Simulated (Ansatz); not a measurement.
**Run report: HfSiNH$_{5}$ClOF, molecular dynamics (part 2 of 3)**

The same run, continued: HfSiNH$_{5}$ClOF; RKS PBE/def2-SVP (Ansatz 0.2.0). One setting was made poor on purpose. It belongs to a series of runs on one base structure; here: dynamics from the start.

Geometry of the input (Å):
```
Hf -0.1513  -0.0984  -0.3568
O  -0.6825  -0.2314  1.5093
Si -1.2617  -0.3561  3.0851
H  -2.4694  -1.2521  3.1114
H  -0.1860  -0.9393  3.9601
H  -1.6318  1.0094  3.5925
N  1.8728  -0.0070  -0.3778
H  2.4704  -0.2692  -1.1713
H  2.4765  0.3256  0.3829
Cl -1.0514  1.8911  -1.3183
F  -0.6564  -1.6128  -1.4333
```

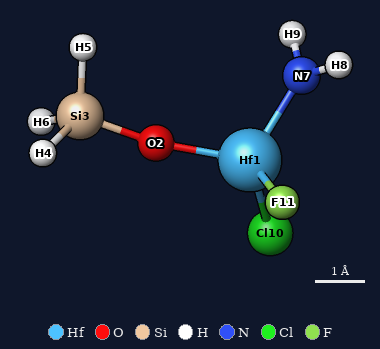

*The geometry at step 16 of the log (ball-and-stick view, seen at a tilt; atoms are numbered from 1 in the order of the input).*

Trajectory as extended XYZ, continued:
```
11
Properties=species:S:1:pos:R:3:forces:R:3 step=6 time_fs=12.0 energy=-28023.97854 temperature=125.9
Hf   -0.1461   -0.0912   -0.3458   -0.2837  -0.4497  -1.6345
O    -0.7512   -0.1937    1.4654   -0.2043  -0.2944   1.4359
Si   -1.2423   -0.3772    3.0984    1.1364   0.3268  -0.5172
H    -2.3909   -1.2919    3.1173   -0.4622  -0.3692   0.1238
H    -0.0775   -0.9397    3.9567   -0.5589   0.2566  -0.4461
H    -1.6050    1.0008    3.5576   -0.0726  -0.0076   0.1993
N     1.8775   -0.0494   -0.3955    2.2243  -0.2013   1.4728
H     2.5244   -0.6169   -1.0223   -0.8357   0.8409   0.7624
H     2.4697    0.2461    0.4877   -1.2329  -0.6049  -2.0533
Cl   -1.0721    1.8832   -1.3428    0.1099  -0.0696   0.0946
F    -0.6550   -1.6104   -1.4728    0.1797   0.5724   0.5621
11
Properties=species:S:1:pos:R:3:forces:R:3 step=7 time_fs=14.0 energy=-28024.13717 temperature=216.4
Hf   -0.1453   -0.0902   -0.3451   -0.3209  -0.4521  -1.5140
O    -0.7649   -0.1896    1.4706   -0.0454  -0.2617   1.0008
Si   -1.2366   -0.3794    3.0968    0.3975   0.2338  -0.4622
H    -2.3976   -1.3134    3.1329   -0.1462  -0.1152   0.0998
H    -0.0882   -0.9292    3.9323   -0.2243   0.1000  -0.2143
H    -1.6096    0.9931    3.5727   -0.0593  -0.0385   0.1700
N     1.8849   -0.0580   -0.3932    0.0348  -0.1711   0.4314
H     2.4975   -0.6381   -0.9792   -0.0365   0.1052  -0.1240
H     2.4304    0.2202    0.4341    0.0650   0.1022  -0.0944
Cl   -1.0753    1.8817   -1.3466    0.1396  -0.1010   0.1131
F    -0.6537   -1.6066   -1.4762    0.1957   0.5984   0.5938
11
Properties=species:S:1:pos:R:3:forces:R:3 step=8 time_fs=16.0 energy=-28023.97229 temperature=146.2
Hf   -0.1447   -0.0894   -0.3447   -0.3623  -0.4272  -1.3071
O    -0.7787   -0.1861    1.4782    0.1394  -0.2060   0.4331
Si   -1.2303   -0.3813    3.0947   -0.6414   0.1832  -0.4336
H    -2.4099   -1.3394    3.1523    0.2334   0.1952   0.0555
H    -0.1075   -0.9148    3.8997    0.3289  -0.1586   0.1683
H    -1.6165    0.9839    3.5943   -0.0372  -0.0866   0.1175
N     1.8924   -0.0670   -0.3896   -3.1057  -0.3552  -1.7784
H     2.4691   -0.6553   -0.9408    0.9043  -0.8952  -1.1365
H     2.3935    0.1983    0.3768    2.1670   1.2877   3.1491
Cl   -1.0783    1.8801   -1.3503    0.1694  -0.1331   0.1306
F    -0.6521   -1.6017   -1.4783    0.2040   0.5960   0.6015
11
Properties=species:S:1:pos:R:3:forces:R:3 step=9 time_fs=18.0 energy=-28024.11443 temperature=206.7
Hf   -0.1441   -0.0887   -0.3445   -0.4396  -0.3767  -1.0180
O    -0.7921   -0.1832    1.4868    0.2983  -0.1367  -0.1508
Si   -1.2249   -0.3830    3.0919   -1.3474   0.1648  -0.2523
H    -2.4133   -1.3579    3.1738    0.4347   0.3579   0.0080
H    -0.1143   -0.9064    3.8736    0.7283  -0.3389   0.4385
H    -1.6248    0.9714    3.6204   -0.0094  -0.1132   0.0631
N     1.8913   -0.0771   -0.3910   -0.0633   0.1062   0.9007
H     2.4754   -0.7068   -0.9459    0.1499  -0.0005  -0.1921
H     2.4397    0.2257    0.4402   -0.1328  -0.0648  -0.5050
Cl   -1.0812    1.8783   -1.3538    0.1906  -0.1464   0.1371
F    -0.6500   -1.5956   -1.4793    0.1908   0.5483   0.5709
11
Properties=species:S:1:pos:R:3:forces:R:3 step=10 time_fs=20.0 energy=-28023.98871 temperature=137.8
Hf   -0.1436   -0.0880   -0.3446   -0.4884  -0.2989  -0.7212
O    -0.8049   -0.1805    1.4950    0.4352  -0.0582  -0.7215
Si   -1.2213   -0.3845    3.0888   -1.2336   0.0369   0.3034
H    -2.4001   -1.3626    3.1957    0.3844   0.3059  -0.0295
H    -0.0931   -0.9111    3.8642    0.5703  -0.2515   0.3220
H    -1.6335    0.9545    3.6490    0.0200  -0.0939   0.0184
N     1.8901   -0.0868   -0.3899    1.7938  -0.1562   1.6164
H     2.4875   -0.7582   -0.9584   -0.6458   0.9756   0.7156
H     2.4807    0.2507    0.4842   -1.2090  -0.7705  -2.1578
Cl   -1.0838    1.8764   -1.3572    0.2081  -0.1556   0.1410
F    -0.6475   -1.5883   -1.4790    0.1649   0.4664   0.5131
11
Properties=species:S:1:pos:R:3:forces:R:3 step=11 time_fs=22.0 energy=-28024.09346 temperature=202.0
Hf   -0.1432   -0.0874   -0.3449   -0.4688  -0.1912  -0.4684
O    -0.8165   -0.1780    1.5016    0.5427   0.0196  -1.2088
Si   -1.2194   -0.3859    3.0861   -0.4846  -0.1150   1.0203
H    -2.3721   -1.3557    3.2164    0.1076   0.0552  -0.0451
H    -0.0501   -0.9254    3.8672    0.0303   0.0131  -0.0393
H    -1.6414    0.9341    3.6782    0.0460  -0.0293  -0.0128
N     1.8938   -0.0969   -0.3843    0.9857  -0.2173   1.0015
H     2.4748   -0.7724   -0.9434   -0.4357   0.7328   0.4763
H     2.4754    0.2461    0.4456   -0.6808  -0.4592  -1.3067
Cl   -1.0862    1.8744   -1.3604    0.2244  -0.1672   0.1465
F    -0.6447   -1.5801   -1.4778    0.1332   0.3584   0.4366
11
Properties=species:S:1:pos:R:3:forces:R:3 step=12 time_fs=24.0 energy=-28024.02802 temperature=154.6
Hf   -0.1429   -0.0869   -0.3452   -0.3992  -0.0532  -0.2491
O    -0.8269   -0.1755    1.5052    0.5963   0.0815  -1.5261
Si   -1.2182   -0.3874    3.0848    0.3252  -0.1462   1.5143
H    -2.3400   -1.3467    3.2354   -0.2613  -0.2798  -0.0392
H    -0.0060   -0.9392    3.8686   -0.4328   0.2344  -0.3272
H    -1.6475    0.9125    3.7070    0.0631   0.0551  -0.0359
N     1.9003   -0.1077   -0.3759   -2.4862  -0.4259  -1.1890
H     2.4454   -0.7584   -0.9103    0.5859  -0.6051  -0.7116
H     2.4441    0.2239    0.3570    1.6762   1.0937   2.0723
Cl   -1.0883    1.8721   -1.3635    0.2379  -0.1769   0.1512
F    -0.6416   -1.5712   -1.4756    0.0949   0.2223   0.3403
11
Properties=species:S:1:pos:R:3:forces:R:3 step=13 time_fs=26.0 energy=-28024.04903 temperature=155.4
Hf   -0.1427   -0.0863   -0.3456   -0.3440   0.1098  -0.0391
O    -0.8359   -0.1728    1.5051    0.5633   0.1137  -1.5733
Si   -1.2166   -0.3892    3.0856    0.7261  -0.1462   1.6235
H    -2.3179   -1.3483    3.2529   -0.4550  -0.4602  -0.0397
H     0.0216   -0.9440    3.8575   -0.6016   0.3127  -0.4077
H    -1.6512    0.8930    3.7344    0.0688   0.1218  -0.0597
N     1.8998   -0.1196   -0.3709   -2.0119   0.1326  -0.1926
H     2.4385   -0.7677   -0.9044    0.7348  -0.8160  -0.8734
H     2.4770    0.2436    0.3477    1.0406   0.7516   1.2045
Cl   -1.0902    1.8697   -1.3664    0.2411  -0.1653   0.1450
F    -0.6384   -1.5618   -1.4728    0.0379   0.0456   0.2125
11
Properties=species:S:1:pos:R:3:forces:R:3 step=14 time_fs=28.0 energy=-28024.05865 temperature=174.2
Hf   -0.1426   -0.0858   -0.3461   -0.3113   0.2881   0.1356
O    -0.8434   -0.1697    1.5012    0.4572   0.1142  -1.3595
Si   -1.2139   -0.3911    3.0887    0.5008  -0.2393   1.3872
H    -2.3132   -1.3676    3.2689   -0.2998  -0.3173  -0.0792
H     0.0261   -0.9368    3.8308   -0.4399   0.2355  -0.2768
H    -1.6523    0.8782    3.7595    0.0648   0.1417  -0.0941
N     1.8939   -0.1312   -0.3664    1.3561   0.2044   1.1438
H     2.4597   -0.8081   -0.9319   -0.3788   0.5998   0.3756
H     2.5497    0.2921    0.3845   -1.1491  -0.7278  -1.4209
Cl   -1.0919    1.8670   -1.3692    0.2349  -0.1355   0.1292
F    -0.6350   -1.5523   -1.4695   -0.0350  -0.1637   0.0592
11
Properties=species:S:1:pos:R:3:forces:R:3 step=15 time_fs=30.0 energy=-28024.02772 temperature=159.5
Hf   -0.1426   -0.0851   -0.3464   -0.2419   0.4694   0.2483
O    -0.8499   -0.1665    1.4940    0.3171   0.0892  -0.9723
Si   -1.2106   -0.3934    3.0936   -0.1877  -0.3205   0.8801
H    -2.3201   -1.3991    3.2818    0.0478   0.0192  -0.1396
H     0.0138   -0.9207    3.7936    0.0223   0.0228   0.0251
H    -1.6509    0.8689    3.7809    0.0552   0.1149  -0.1378
N     1.8917   -0.1422   -0.3587    2.0900   0.0189   0.9200
H     2.4664   -0.8256   -0.9450   -0.7585   1.0264   0.7731
H     2.5784    0.3127    0.3669   -1.4643  -0.9576  -1.6132
Cl   -1.0932    1.8643   -1.3718    0.2274  -0.1050   0.1129
F    -0.6318   -1.5431   -1.4661   -0.1073  -0.3778  -0.0966
11
Properties=species:S:1:pos:R:3:forces:R:3 step=16 time_fs=32.0 energy=-28024.13217 temperature=210.8
Hf   -0.1426   -0.0844   -0.3468   -0.1155   0.6387   0.3086
O    -0.8556   -0.1630    1.4845    0.1660   0.0450  -0.4879
Si   -1.2075   -0.3961    3.0997   -0.8776  -0.2771   0.2428
H    -2.3250   -1.4298    3.2894    0.3213   0.3009  -0.1752
H     0.0024   -0.9036    3.7572    0.5672  -0.2216   0.3550
H    -1.6474    0.8639    3.7972    0.0429   0.0681  -0.1742
N     1.8952   -0.1531   -0.3485   -0.2356  -0.2335  -0.1320
H     2.4440   -0.8038   -0.9286   -0.1060   0.0919  -0.0469
H     2.5510    0.2967    0.2876    0.1865   0.2437   0.2519
Cl   -1.0944    1.8614   -1.3743    0.2211  -0.0775   0.0983
F    -0.6287   -1.5348   -1.4629   -0.1704  -0.5786  -0.2405
11
Properties=species:S:1:pos:R:3:forces:R:3 step=17 time_fs=34.0 energy=-28023.96477 temperature=137.8
Hf   -0.1426   -0.0835   -0.3471    0.0096   0.7846   0.3425
O    -0.8609   -0.1593    1.4739    0.0107  -0.0126   0.0412
Si   -1.2056   -0.3992    3.1062   -0.9684  -0.2135  -0.2572
H    -2.3177   -1.4489    3.2903    0.3862   0.3885  -0.1634
H     0.0127   -0.8951    3.7345    0.7136  -0.2911   0.4541
H    -1.6423    0.8615    3.8067    0.0288   0.0329  -0.1844
N     1.8981   -0.1647   -0.3386   -3.2790  -0.5694  -0.9601
H     2.4176   -0.7785   -0.9139    0.8294  -1.1811  -1.2223
H     2.5308    0.2900    0.2179    2.2831   1.8655   2.2367
Cl   -1.0953    1.8584   -1.3767    0.2124  -0.0454   0.0813
F    -0.6260   -1.5276   -1.4602   -0.2264  -0.7585  -0.3685
11
Properties=species:S:1:pos:R:3:forces:R:3 step=18 time_fs=36.0 energy=-28024.11917 temperature=211.9
Hf   -0.1426   -0.0825   -0.3472    0.0472   0.8994   0.3505
O    -0.8662   -0.1558    1.4633   -0.1433  -0.0768   0.5814
Si   -1.2051   -0.4026    3.1123   -0.2565  -0.1819  -0.5244
H    -2.2956   -1.4533    3.2849    0.2198   0.2482  -0.1043
H     0.0503   -0.8976    3.7292    0.2728  -0.1209   0.2570
H    -1.6360    0.8604    3.8092    0.0113   0.0256  -0.1596
N     1.8919   -0.1779   -0.3314    0.5248   0.6940   0.6479
H     2.4230   -0.7984   -0.9461    0.0958  -0.1536  -0.2085
H     2.5980    0.3547    0.2338   -0.6856  -0.4243  -0.4145
Cl   -1.0959    1.8554   -1.3790    0.1950   0.0038   0.0554
F    -0.6238   -1.5219   -1.4583   -0.2814  -0.9136  -0.4809
11
Properties=species:S:1:pos:R:3:forces:R:3 step=19 time_fs=38.0 energy=-28023.97100 temperature=123.6
Hf   -0.1426   -0.0813   -0.3474    0.0697   0.9510   0.3292
O    -0.8718   -0.1524    1.4541   -0.2529  -0.1364   1.0149
Si   -1.2049   -0.4063    3.1177    0.7607  -0.0546  -0.6963
H    -2.2651   -1.4481    3.2755   -0.1140  -0.0662  -0.0178
H     0.0983   -0.9048    3.7337   -0.3338   0.1064  -0.0095
H    -1.6294    0.8603    3.8056   -0.0101   0.0379  -0.1123
N     1.8872   -0.1891   -0.3224    2.5291   0.6666   0.3928
H     2.4320   -0.8242   -0.9862   -0.6984   0.8975   0.9062
H     2.6389    0.4032    0.2339   -1.8115  -1.4404  -1.2870
Cl   -1.0964    1.8524   -1.3812    0.1787   0.0497   0.0313
F    -0.6221   -1.5181   -1.4573   -0.3176  -1.0116  -0.5515
11
Properties=species:S:1:pos:R:3:forces:R:3 step=21 time_fs=42.0 energy=-28023.95138 temperature=103.9
Hf   -0.1426   -0.0782   -0.3474    0.1238   0.8016   0.3087
O    -0.8850   -0.1467    1.4437   -0.2680  -0.2141   1.3463
Si   -1.2004   -0.4135    3.1254    1.4910   0.2023  -1.0365
H    -2.2286   -1.4564    3.2577   -0.4216  -0.3544   0.0931
H     0.1420   -0.9022    3.7357   -0.7043   0.2219  -0.1571
H    -1.6181    0.8647    3.7874   -0.0559   0.0301  -0.0234
N     1.8956   -0.2073   -0.3028   -2.7333  -1.0614  -0.8834
H     2.3768   -0.7822   -0.9698    0.4953  -0.7008  -0.7415
H     2.5493    0.3617    0.1160    2.1983   1.9372   1.6121
Cl   -1.0967    1.8465   -1.3856    0.1695   0.1111  -0.0003
F    -0.6207   -1.5167   -1.4587   -0.2948  -0.9734  -0.5182
11
Properties=species:S:1:pos:R:3:forces:R:3 step=22 time_fs=44.0 energy=-28024.04506 temperature=143.8
Hf   -0.1425   -0.0764   -0.3473    0.0186   0.6434   0.3260
O    -0.8926   -0.1446    1.4433   -0.1968  -0.2301   1.2836
Si   -1.1951   -0.4168    3.1272    0.8138   0.1120  -1.2145
H    -2.2344   -1.4809    3.2535   -0.1362  -0.0518   0.0867
H     0.1234   -0.8879    3.7277   -0.3335   0.0767   0.0045
H    -1.6152    0.8690    3.7762   -0.0722  -0.0141   0.0000
N     1.8941   -0.2190   -0.2957   -1.4368   0.5645   0.4637
H     2.3584   -0.7756   -0.9763    0.7764  -0.9438  -1.0536
H     2.5723    0.4011    0.1090    0.6549   0.5597   0.5548
Cl   -1.0966    1.8438   -1.3878    0.1654   0.1428  -0.0165
F    -0.6209   -1.5190   -1.4611   -0.2535  -0.8593  -0.4349
11
Properties=species:S:1:pos:R:3:forces:R:3 step=23 time_fs=46.0 energy=-28024.00276 temperature=127.4
Hf   -0.1425   -0.0744   -0.3471   -0.1477   0.4375   0.3374
O    -0.9007   -0.1430    1.4460   -0.0838  -0.2318   1.0879
Si   -1.1886   -0.4199    3.1274   -0.1866   0.0676  -1.3888
H    -2.2454   -1.5074    3.2526    0.1898   0.2885   0.0686
H     0.0921   -0.8706    3.7198    0.2883  -0.1508   0.2703
H    -1.6151    0.8727    3.7650   -0.0785  -0.0688   0.0135
N     1.8887   -0.2292   -0.2873    1.6805   1.1511   0.0308
H     2.3696   -0.8051   -1.0232   -0.2503   0.4803   0.6634
H     2.6204    0.4619    0.1233   -1.3693  -1.4472  -0.7314
Cl   -1.0963    1.8412   -1.3900    0.1595   0.1731  -0.0317
F    -0.6216   -1.5231   -1.4643   -0.2019  -0.6996  -0.3201
11
Properties=species:S:1:pos:R:3:forces:R:3 step=24 time_fs=48.0 energy=-28023.96030 temperature=101.5
Hf   -0.1424   -0.0724   -0.3469   -0.2918   0.1736   0.3581
O    -0.9090   -0.1420    1.4513    0.0707  -0.2194   0.7523
Si   -1.1825   -0.4229    3.1256   -0.8811   0.0989  -1.3923
H    -2.2492   -1.5229    3.2544    0.3559   0.4517   0.0554
H     0.0718   -0.8591    3.7222    0.7329  -0.3041   0.4489
H    -1.6180    0.8738    3.7544   -0.0730  -0.1072   0.0259
N     1.8879   -0.2361   -0.2789    1.9456   0.7283  -0.6247
H     2.3713   -0.8162   -1.0447   -0.6022   0.9092   1.2518
H     2.6160    0.4673    0.1095   -1.2837  -1.4305  -0.6637
Cl   -1.0958    1.8388   -1.3923    0.1599   0.1928  -0.0403
F    -0.6228   -1.5285   -1.4682   -0.1333  -0.4933  -0.1714
11
Properties=species:S:1:pos:R:3:forces:R:3 step=25 time_fs=50.0 energy=-28024.06202 temperature=152.5
Hf   -0.1425   -0.0703   -0.3466   -0.3947  -0.1247   0.3988
O    -0.9171   -0.1416    1.4584    0.2484  -0.1932   0.3076
Si   -1.1775   -0.4257    3.1220   -0.7556   0.0983  -1.0323
H    -2.2393   -1.5211    3.2583    0.2998   0.3702   0.0535
H     0.0796   -0.8593    3.7418    0.5562  -0.2297   0.3241
H    -1.6237    0.8708    3.7447   -0.0568  -0.1092   0.0450
N     1.8925   -0.2411   -0.2722   -0.8418  -0.5111  -0.8583
H     2.3500   -0.7925   -1.0183   -0.0307   0.0506   0.2265
H     2.5625    0.4179    0.0704    0.8586   0.7030   0.5784
Cl   -1.0951    1.8366   -1.3946    0.1670   0.2025  -0.0428
F    -0.6242   -1.5350   -1.4724   -0.0503  -0.2566  -0.0004
11
Properties=species:S:1:pos:R:3:forces:R:3 step=26 time_fs=52.0 energy=-28023.96066 temperature=114.1
Hf   -0.1426   -0.0683   -0.3462   -0.5060  -0.4023   0.4310
O    -0.9246   -0.1416    1.4663    0.4199  -0.1561  -0.1755
Si   -1.1736   -0.4285    3.1169   -0.0381   0.1214  -0.4278
H    -2.2180   -1.5051    3.2642    0.0458   0.0709   0.0675
H     0.1086   -0.8683    3.7739   -0.0235  -0.0101  -0.0159
H    -1.6316    0.8636    3.7367   -0.0345  -0.0735   0.0716
N     1.8947   -0.2475   -0.2678   -3.0587  -0.4232   0.1534
H     2.3274   -0.7669   -0.9832    0.9565  -1.2855  -1.5000
H     2.5419    0.3955    0.0533    2.0356   1.9675   1.2702
Cl   -1.0943    1.8346   -1.3969    0.1723   0.2106  -0.0442
F    -0.6257   -1.5420   -1.4766    0.0308  -0.0196   0.1698
```
